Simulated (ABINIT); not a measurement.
# AlN (P6_3mc): G0W0 with ABINIT, start to end, part 3 of 3

Wanted: ground state, empty states, screening and self-energy for AlN (P6_3mc).

ABINIT 10.8.3; LDA and many-body steps on it, plane waves. Known limits of the many-body steps: not at the basis limit.

So far. Step 4 (Empty states on the mesh, 6×6×4 mesh, 142 bands): On this mesh the gap is 4.255 eV. Step 5 (Screening, 6×6×4 mesh, 134 bands, screening to 179.6 eV): Local fields lower ε∞ by 9 %.

The database entry behind the starting cell differs from later determinations by our own check (inner coordinate u about 0.002 short), so it need not match the best structure at ambient conditions.

**6. Self-energy, 6×6×4 mesh, 134 bands, screening to 179.6 eV**

The self-energy is evaluated for the states that the input lists, and the levels follow from it, in one-shot runs by the linearised quasiparticle equation.

This step: G0W0 on LDA, plane waves, norm-conserving pseudopotentials.

File run.abi:

```
acell 3*1.0 Angstrom
rprim 
  3.113000000011 -0.000000000003 0.000000000000
  -1.556500000003 2.695937081992 0.000000000000
  0.000000000000 0.000000000000 4.981000000000
ntypat 2
znucl 13 7
natom 4
typat 1 1 2 2
xred 
  0.333333333333 0.666666666667 0.000000000000
  0.666666666667 0.333333333333 0.500000000000
  0.333333333333 0.666666666667 0.380000000000
  0.666666666667 0.333333333333 0.880000000000
pp_dirpath "pseudos"
pseudos "Al.upf, N.upf"
ecut 36
ngkpt 6 6 4
nshiftk 1
shiftk 0 0 0
kptopt 1
chksymbreak 0
istwfk *1
occopt 1
irdwfk 1
optdriver 4
nband 134
gwcalctyp 0
ecutsigx 36
symsigma 1
nkptgw 4
kptgw 
  0.0000000000 0.0000000000 0.0000000000
  0.5000000000 0.0000000000 0.0000000000
  0.0000000000 0.0000000000 0.5000000000
  0.5000000000 0.0000000000 0.5000000000
bdgw 
  6 10
  7 10
  5 10
  7 10
ecuteps 6.6
irdscr 1
ppmodel 1
indata_prefix "in"
outdata_prefix "out"
tmpdata_prefix "tmp"
```

The run is started by

```console
$ OMP_NUM_THREADS=1 mpirun -n 4 abinit run.abi > log
```

Numbers of over 12 decimals in the logs are rounded to 6 here.

What it wrote:

```text
.Version 10.8.3 of ABINIT. v10.8.2 released Aug 2026.

 Symmetries : space group P6_3 m c (#186); Bravais hP (primitive hexag.)
[... echo of the input left out ...]
== DATASET  1 ==================================================================
-   mpi_nproc: 4, omp_nthreads: 1 (-1 if OMP is not activated)

--- !DatasetInfo
iteration_state: {dtset: 1, }
dimensions: {natom: 4, nkpt: 21, mband: 134, nsppol: 1, nspinor: 1, nspden: 1, mpw: 2934, }
cutoff_energies: {ecut:  36.0, pawecutdg:  -1.0, }
electrons: {nelect:   1.60000000E+01, charge:   0.00000000E+00, occopt:   1.00000000E+00, tsmear:   1.00000000E-02, }

 SIGMA: Calculation of the GW corrections

 Based on a program developped by R.W. Godby, V. Olevano, G. Onida, and L. Reining.
 Incorporated in ABINIT by V. Olevano, G.-M. Rignanese, and M. Torrent.
.Using double precision arithmetic ; gwpc =  8

[... cell and pseudopotentials left out ...]
--------------------------------------------------------------------------------

 ==== K-mesh for the wavefunctions ====
 Number of points in the irreducible wedge :    21
[... list of points left out ...]
 Together with 12 symmetry operations and time-reversal symmetry
 yields   144 points in the full Brillouin Zone.

 ==== Q-mesh for screening function ====
 Number of points in the irreducible wedge :    21
[... list of points left out ...]
 Together with 12 symmetry operations and time-reversal symmetry
 yields   144 points in the full Brillouin Zone.

 vcoul_init : cutoff-mode = AUXILIARY_FUNCTION
 q-points for optical limit:   1
     1)      0.000010    0.000020    0.000030
 setmesh: FFT mesh size selected  =    27x   27x   54
          total number of points  =        39366

 Number of electrons calculated from density =   16.0000; Expected =   16.0000
 average of density, n =  0.056718
 r_s =    1.6146
 omega_plasma =   22.9728 [eV]

 === KS Band Gaps ===
  >>>> For spin  1
   Minimum direct gap =   4.2550 [eV], located at k-point      :   0.0000  0.0000  0.0000
   Fundamental gap    =   4.2550 [eV], Top of valence bands at :   0.0000  0.0000  0.0000
                                       Bottom of conduction at :   0.0000  0.0000  0.0000
 SIGMA fundamental parameters:
 PLASMON POLE MODEL  1
 number of plane-waves for SigmaX                 2863
 number of plane-waves for SigmaC and W            233
 number of plane-waves for wavefunctions          2863
 number of bands                                   134
 number of independent spin polarizations            1
 number of spinorial components                      1
 number of k-points in IBZ                          21
 number of q-points in IBZ                          21
 number of symmetry operations                      12
 number of k-points in BZ                          144
 number of q-points in BZ                          144
 number of frequencies for dSigma/dE                 9
 frequency step for dSigma/dE [eV]                0.25
 number of omega for Sigma on real axis              0
 max omega for Sigma on real axis  [eV]           0.00
 zcut for avoiding poles [eV]                     0.10

 EPSILON^-1 parameters (SCR file):
 dimension of the eps^-1 matrix on file            233
 dimension of the eps^-1 matrix used               233
 number of plane-waves for wavefunctions          2863
 number of bands                                   134
 number of q-points in IBZ                          21
 number of frequencies                               2
 number of real frequencies                          1
 number of imag frequencies                          1

 matrix elements of self-energy operator (all in [eV])

 Perturbative Calculation

--- !SelfEnergy_ee
iteration_state: {dtset: 1, }
kpoint     : [   0.000,    0.000,    0.000, ]
spin       : 1
KS_gap     :    4.255
QP_gap     :    5.788
Delta_QP_KS:    1.533
data: !SigmaeeData |
     Band     E0 <VxcDFT>   SigX SigC(E0)      Z dSigC/dE  Sig(E)    E-E0       E
        6   5.481 -16.803 -20.935   3.074   0.786  -0.272 -17.635  -0.833   4.648
        7   5.481 -16.803 -20.935   3.074   0.786  -0.272 -17.635  -0.833   4.648
        8   5.659 -16.908 -20.973   3.036   0.786  -0.272 -17.717  -0.809   4.850
        9   9.914 -12.746  -8.139  -3.720   0.816  -0.226 -12.022   0.724  10.638
       10  12.222 -11.101  -5.870  -4.246   0.825  -0.212 -10.289   0.812  13.034

--- !SelfEnergy_ee
iteration_state: {dtset: 1, }
kpoint     : [   0.500,    0.000,    0.000, ]
spin       : 1
KS_gap     :    6.364
QP_gap     :    8.030
Delta_QP_KS:    1.666
data: !SigmaeeData |
     Band     E0 <VxcDFT>   SigX SigC(E0)      Z dSigC/dE  Sig(E)    E-E0       E
        7   3.866 -14.832 -19.233   3.109   0.787  -0.271 -15.848  -1.016   2.850
        8   4.995 -16.437 -20.778   3.173   0.785  -0.274 -17.354  -0.917   4.078
        9  11.359  -9.852  -4.860  -4.093   0.833  -0.200  -9.103   0.749  12.108
       10  11.383 -10.939  -6.011  -3.950   0.824  -0.213 -10.133   0.806  12.189

--- !SelfEnergy_ee
iteration_state: {dtset: 1, }
kpoint     : [   0.000,    0.000,    0.500, ]
spin       : 1
KS_gap     :    6.945
QP_gap     :    8.725
Delta_QP_KS:    1.781
data: !SigmaeeData |
     Band     E0 <VxcDFT>   SigX SigC(E0)      Z dSigC/dE  Sig(E)    E-E0       E
        5   5.142 -16.549 -20.835   3.151   0.785  -0.273 -17.440  -0.891   4.251
[...]
10  12.087 -12.952  -7.738  -4.117   0.811  -0.234 -12.062   0.890  12.976

--- !SelfEnergy_ee
iteration_state: {dtset: 1, }
kpoint     : [   0.500,    0.000,    0.500, ]
spin       : 1
KS_gap     :    6.595
QP_gap     :    8.307
Delta_QP_KS:    1.712
data: !SigmaeeData |
     Band     E0 <VxcDFT>   SigX SigC(E0)      Z dSigC/dE  Sig(E)    E-E0       E
        7   4.299 -15.743 -20.221   3.219   0.784  -0.275 -16.731  -0.988   3.311
        8   4.299 -15.743 -20.221   3.219   0.784  -0.275 -16.731  -0.988   3.311
        9  10.894 -10.410  -5.562  -3.974   0.829  -0.206  -9.686   0.725  11.619
       10  10.894 -10.410  -5.562  -3.974   0.829  -0.206  -9.686   0.725  11.619

== END DATASET(S) ==============================================================
================================================================================

 -outvars: echo values of variables after computation  --------
           etotal      0.0000000000E+00
            nband         134
             nkpt          21
          spgroup         186
 [... the other variables as echoed above ...]

 Calculation completed.
```

Run time: 52 s. Hardware: 4 MPI ranks of Arm Neoverse V1, shared host; peak memory 1.3 GiB.

This step gave:

```yaml
g0w0_gap_on_the_mesh: 5.788 eV
starting_gap_on_the_mesh: 4.255 eV
k_of_the_valence_top: 0, 0, 0
k_of_the_conduction_bottom: 0, 0, 0
z_at_the_valence_top: 0.786
z_at_the_conduction_bottom: 0.816
least_direct_g0w0_gap_on_the_computed_points: 5.788 eV
```

The gap on the mesh goes from 4.26 eV to 5.79 eV, a correction of +1.53 eV.

Limits: finite bands, cutoff and mesh. v1 is the top filled band, c1 the lowest empty one. Levels before and after the correction, in eV, zero at the valence-band top of each column:

```tsv
	conduction bottom	valence top
Kohn-Sham	4.26	0.00
G0W0	5.79	0.00
```

```tsv
	level	energy (eV)
Kohn-Sham	Γ v3-v2	-0.178
Kohn-Sham	Γ v1	0.000
Kohn-Sham	Γ c1	4.255
Kohn-Sham	Γ c2	6.563
G0W0	Γ v3-v2	-0.202
G0W0	Γ v1	0.000
G0W0	Γ c1	5.788
G0W0	Γ c2	8.184
```

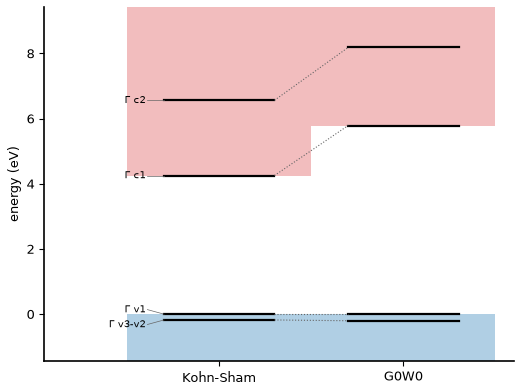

Levels before and after the correction. Shaded: valence and conduction bands.

**7. Where the time went**

Times are wall times on 4 MPI ranks of Arm Neoverse V1, shared host, good to a factor of about two.

```tsv
step	time	share	memory (GiB)
ground state	9 s	3 %	0.28
bands along the symmetry lines	12 s	4 %	0.3
empty states on the mesh	2 min	35 %	2.1
screening	2.6 min	44 %	1.2
self-energy	52 s	15 %	1.3
```

**8. Outcome**

```json
{"LDA gap": "4.26 eV, direct", "G0W0 gap on the mesh": "5.79 eV", "GW settings": "6×6×4 mesh, 134 bands, screening to 179.6 eV, Godby-Needs plasmon pole", "known limits": "not at the basis limit"}
```

In words: G0W0 moves the gap on the mesh from 4.26 eV to 5.79 eV (+1.53 eV), with Z of 0.79 and 0.82 at the edges. Local fields lower the RPA ε∞ on this mesh from 4.71 to 4.28. Bands and cutoff are finite, so the gap is not at the basis limit. The miss can reach some tenths of an eV and take either sign; the mesh is an error of its own.

[Paths, hosts, dates, memory and timing lines, banners, echoed tables and standing remarks are left out of the program output.]

[Logs are printed without paths, hosts, clocks, repeated set-up lines and the standing remarks that a program may print on its own settings, such as how far it seeks lower states.]

[Runs of the session that timed out or met a known fault of the program may be left out.]

[Hosts, paths, dates, database ids (printed as entryN), source tags and the programs' standing remarks are cut or masked in the printed files.]

[G0W0 gaps are taken among the corrected bands and points alone; a level outside them can change the order at an edge.]

[Where Ansatz stands beside ABINIT at settings called matched, ABINIT's density can come from a denser mesh and the files from another edition; pairs whose starting gaps differed by over 0.03 eV were left out, so agreement reads better than it is.]
